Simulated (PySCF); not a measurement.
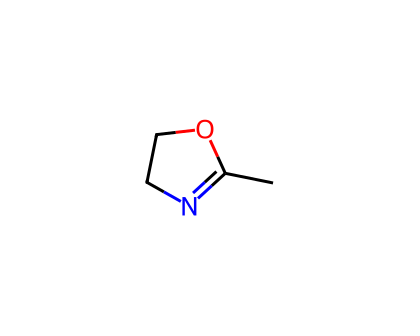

2D structure.

Write the SMILES.

CC1=NCCO1

What is the molecular formula?

C4H7NO.

The parts below concern this one geometry. Atoms keep their numbers from picture to picture. The geometry was computed by an optimisation with PBE0-D3(BJ)/def2-SVP. No frequency run is at hand to confirm it as a minimum.

## Shape

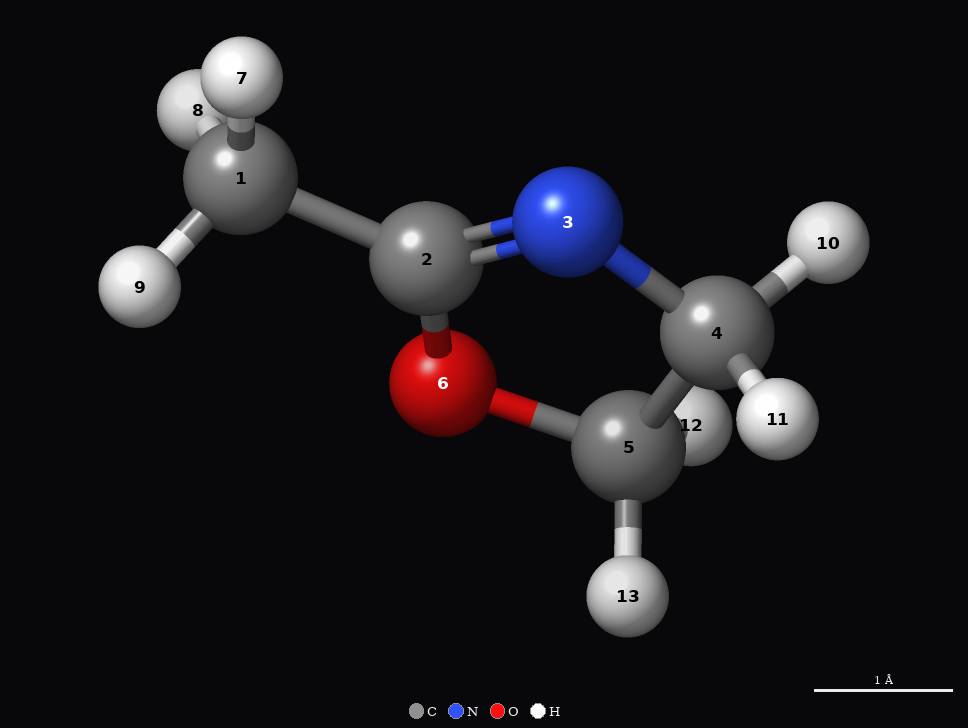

No frequency run is at hand to confirm it as a minimum.

Estimate the angles C1–C2–N3, C1–C2–O6, C2–C1–H7, C2–C1–H8, C2–N3–C4, N3–C4–C5, N3–C4–H10, C4–C5–H12, C4–C5–H13, C5–C4–H10, O6–C5–H12, O6–C5–H13.

```json
{"angle": "C1–C2–N3", "degrees": "126.7"}
{"angle": "C1–C2–O6", "degrees": "115.1"}
{"angle": "C2–C1–H7", "degrees": "109.6"}
{"angle": "C2–C1–H8", "degrees": "110.0"}
{"angle": "C2–N3–C4", "degrees": "106.7"}
{"angle": "N3–C4–C5", "degrees": "104.8"}
{"angle": "N3–C4–H10", "degrees": "109.9"}
{"angle": "C4–C5–H12", "degrees": "113.8"}
{"angle": "C4–C5–H13", "degrees": "113.4"}
{"angle": "C5–C4–H10", "degrees": "112.6"}
{"angle": "O6–C5–H12", "degrees": "108.8"}
{"angle": "O6–C5–H13", "degrees": "108.6"}
```

## Dipole moment

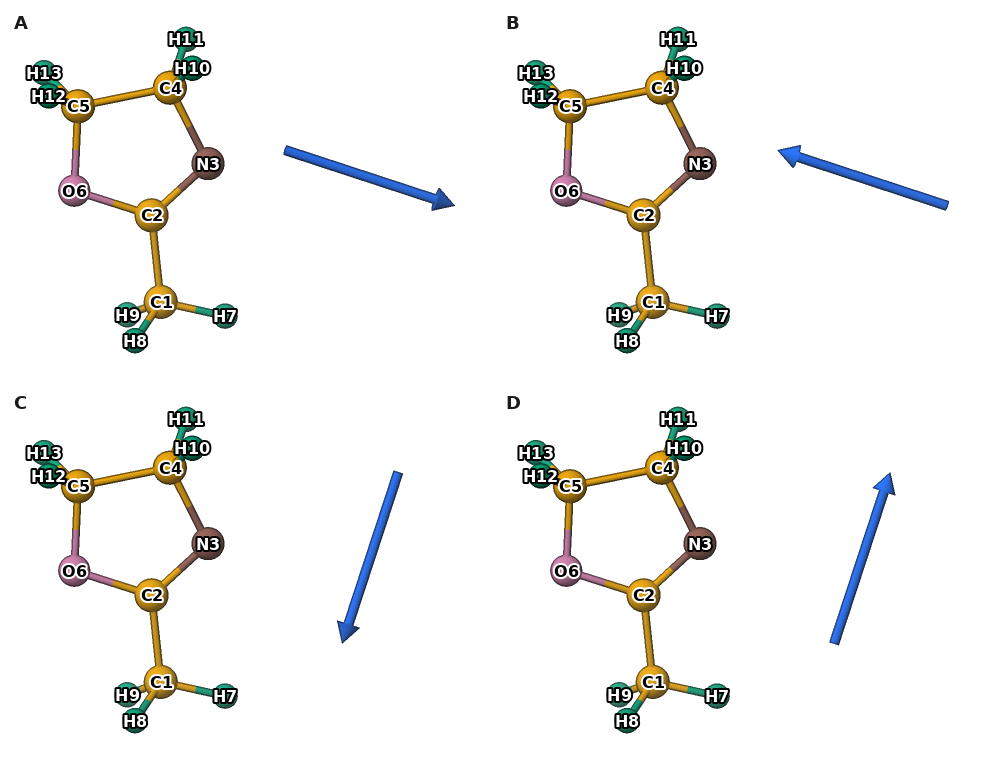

The same molecule four times, each with an arrow. No frequency run is at hand to confirm it as a minimum. Properties computed with ωB97X-D/pcSseg-2, gas phase (PySCF 2.14.0).

Which arrow points along the dipole moment, from the negative to the positive end?

B. The dipole moment is 1.38 D; it points from the side of H7 to the side of H12, H13 (the outermost atoms at the two ends).

## Levels of theory compared

No frequency run is at hand to confirm it as a minimum. Program: PySCF 2.14.0.

Tabulate HOMO energy (eV), HOMO–LUMO gap (eV) at these levels: B3LYP/pcJ-1; PBE0/pcSseg-1; ωB97X-D/def2-SVPD; ωB97X-D/pcSseg-2.

| level | HOMO energy (eV) | HOMO–LUMO gap (eV) |
| --- | --- | --- |
| B3LYP/pcJ-1 | −6.79 | 7.30 |
| PBE0/pcSseg-1 | −7.03 | 7.80 |
| ωB97X-D/def2-SVPD | −8.97 | 11.31 |
| ωB97X-D/pcSseg-2 | −8.91 | 11.22 |

## Excitation

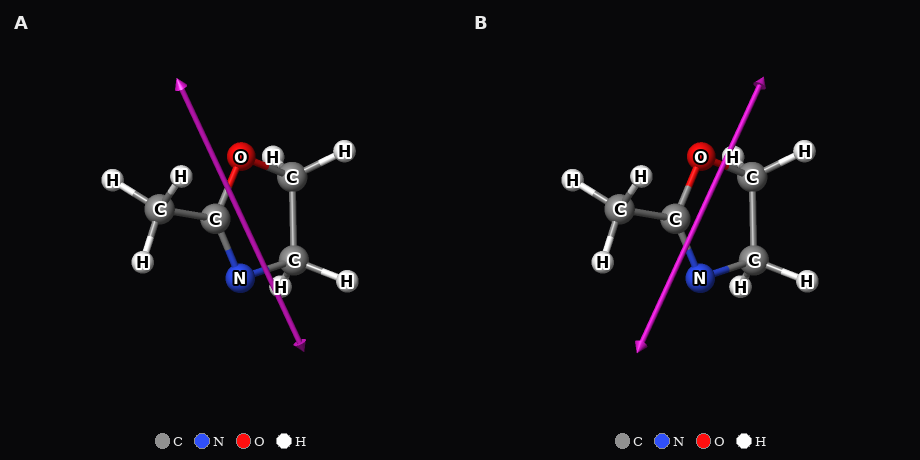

The double arrows show the directions of two transition dipoles from the ground state (lengths mean nothing). No frequency run is at hand to confirm it as a minimum. Properties computed with TDDFT ωB97X-D/def2-SVPD, vertical, gas phase, core orbitals frozen in the response (PySCF 2.14.0).

One belongs to singlet state 3 and one to singlet state 5. Which is which?

A: state 3, 7.04 eV (176 nm), oscillator strength 0.15, mainly HOMO → LUMO+1 (weight 0.93).
B: state 5, 7.92 eV (156 nm), oscillator strength 0.038, mainly HOMO−1 → LUMO (weight 0.83).
